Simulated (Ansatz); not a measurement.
ClGe₂H₃Si

```yaml
atoms:
  - { symbol: Cl, position_ang: [1.5232, 0.2364, 2.2077] }
  - { symbol: Ge, position_ang: [0.1471, 1.9337, 0.9283] }
  - { symbol: Ge, position_ang: [-0.6754, 0.7300, 3.0450] }
  - { symbol: Si, position_ang: [-1.0922, -0.0969, 0.5074] }
  - { symbol: H, position_ang: [-2.5219, -0.0087, 0.0701] }
  - { symbol: H, position_ang: [-0.4434, -1.3580, 0.0402] }
  - { symbol: H, position_ang: [-1.3292, -0.6664, 2.0486] }
```

Geometry: r2SCAN-D4/def2-SVP.

These are results of isolated molecule in a Gaussian basis; Kohn-Sham density functional theory, functional PBE0 in Ansatz, not measurements.

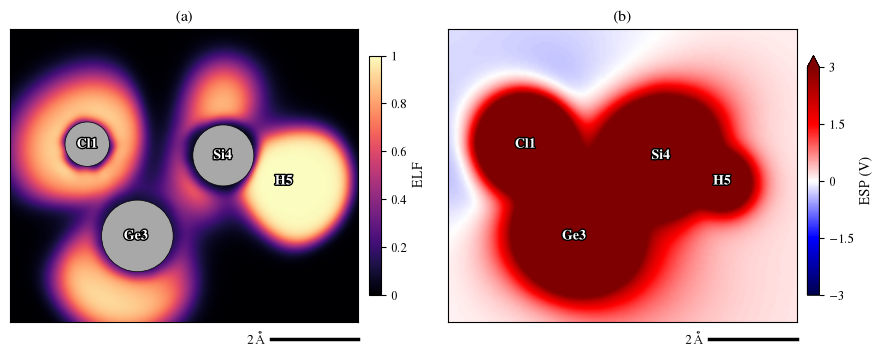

Figure 1. (a) electron localisation function; (b) electrostatic potential on the plane of atoms Ge3, Si4 and H5. Grey discs cover the atomic cores in the ELF map.

Question: Read the bonding off the picture.

Answer: The section cuts through Cl, Ge, Si and H sites. Ge–Cl (2.40 Å): the ELF peaks at about 0.85 in the valence shell of Cl, 0.8 Å from its nucleus, and is about 0.55 at the midpoint. Si–H (1.50 Å): the ELF climbs to about 1 towards the hydrogen, as it does in any bond to H. Si–Ge (2.70 Å): the ELF peaks at about 0.65 in the valence shell of Si, 1.1 Å from its nucleus, and is about 0.50 at the midpoint. The ELF also peaks beside Cl1, away from the bonds: lone-pair regions. Outside the dense part of the molecule the potential is most negative (−0.3 V) near Cl1.

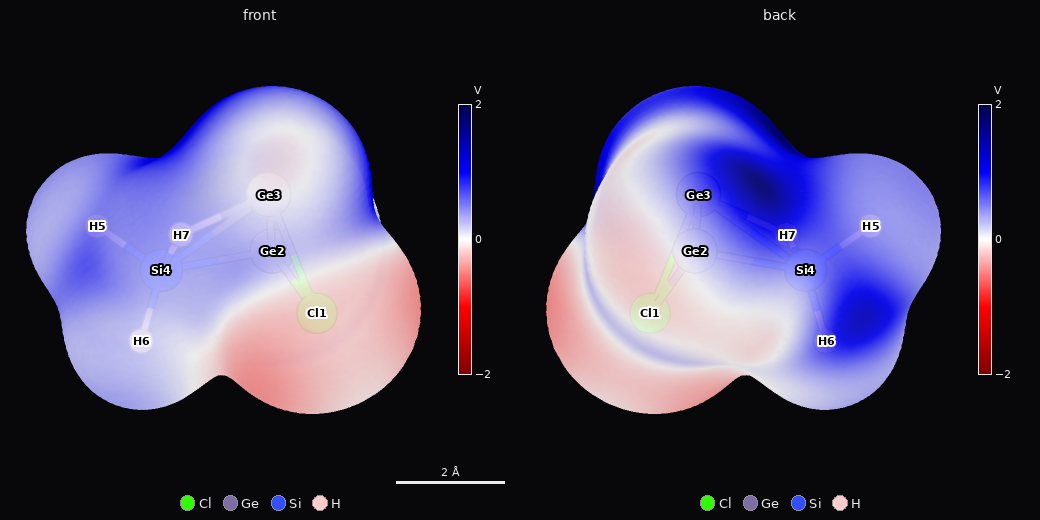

Figure 2. The electrostatic potential painted on the density surface at 0.002 e/bohr³, seen from the front and from behind; red is negative and blue positive.

Question: Which sites attract a positive test charge, and which a negative one?

Answer: A positive charge is drawn to the negative regions and a negative charge to the positive ones. The most negative region (about −0.4 V, or −9 kcal/mol for a unit charge) lies over Cl1, the most positive (about +1.7 V, or +39 kcal/mol for a unit charge) over Ge2 and Ge3.

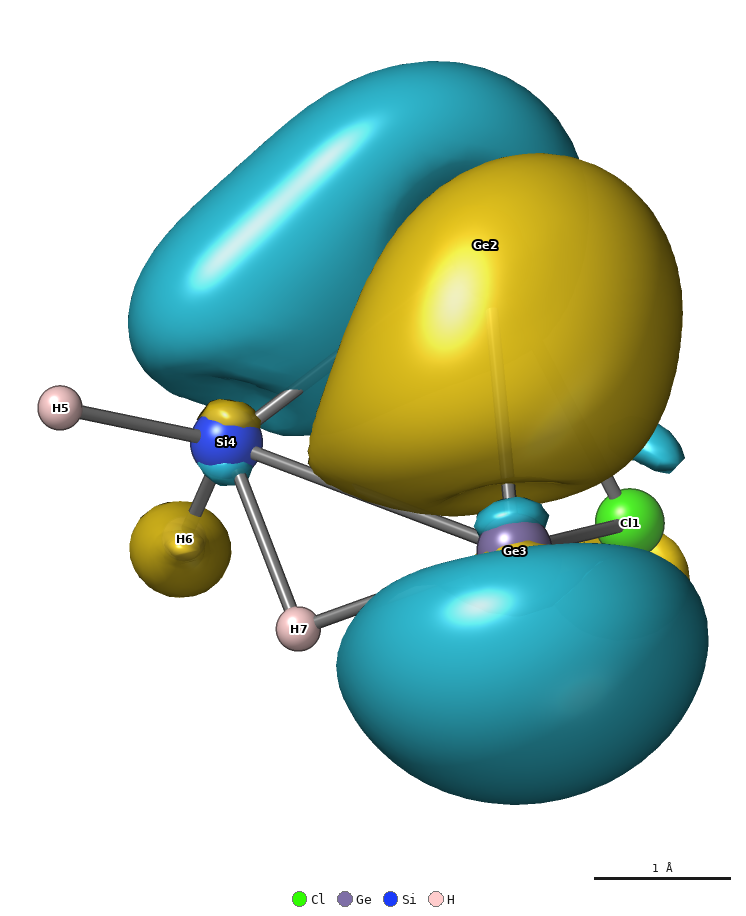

Figure 3. The HOMO at ±0.1 Å⁻³ᐟ² (yellow and cyan are the two phases), seen from one side.

Question: Where does this orbital lie, and at what energy?

Answer: It lies mainly on Ge3 (about 40 %), Ge2 (about 40 %) and Si4 (about 15 %). Its energy is −6.11 eV.

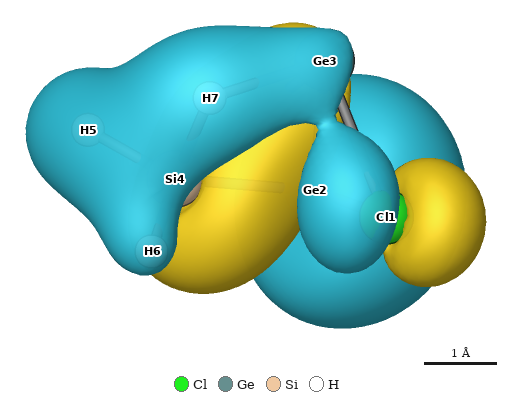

Figure 4. The HOMO−1 at ±0.06 Å⁻³ᐟ² (yellow and cyan are the two phases), seen at a tilt.

Question: What is the character of this orbital?

Answer: Its weight (Hirshfeld) is mainly on Ge2 (about 55 %), Si4 (about 25 %), Cl1 (about 5 %) and Ge3 (about 5 %). Its energy is −7.10 eV.
